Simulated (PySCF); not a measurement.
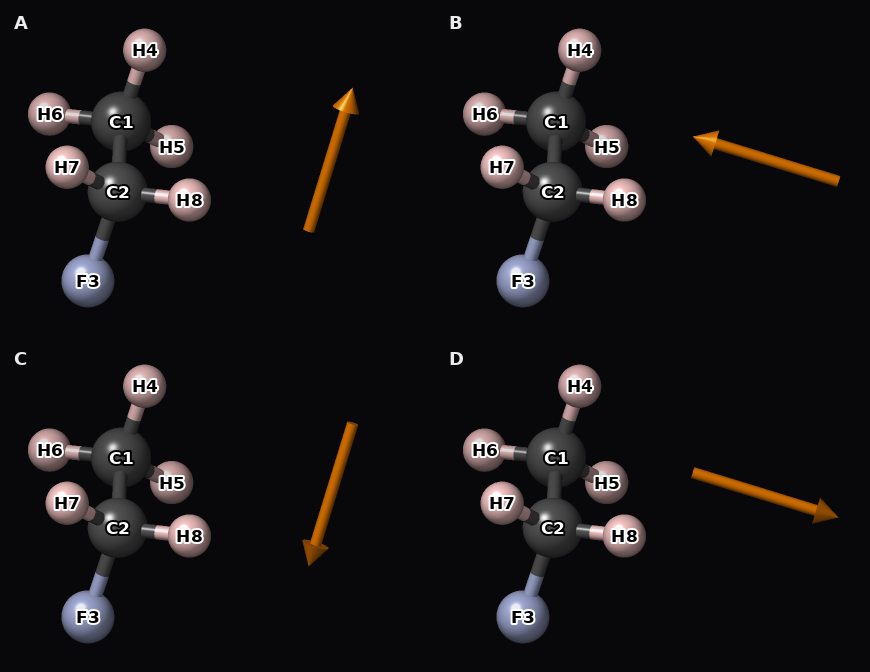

The same molecule four times, each with an arrow. The computed structure is the end point of a PBE0-D3(BJ)/def2-SVP optimisation. No frequency run is at hand to confirm it as a minimum. Method: LDA/def2-SVPD, gas phase (PySCF 2.14.0).

Which arrow points along the dipole moment, from the negative to the positive end?

Answer. A. The dipole moment is 1.87 D; it points from the side of F3 to the side of H4 (the outermost atoms at the two ends).
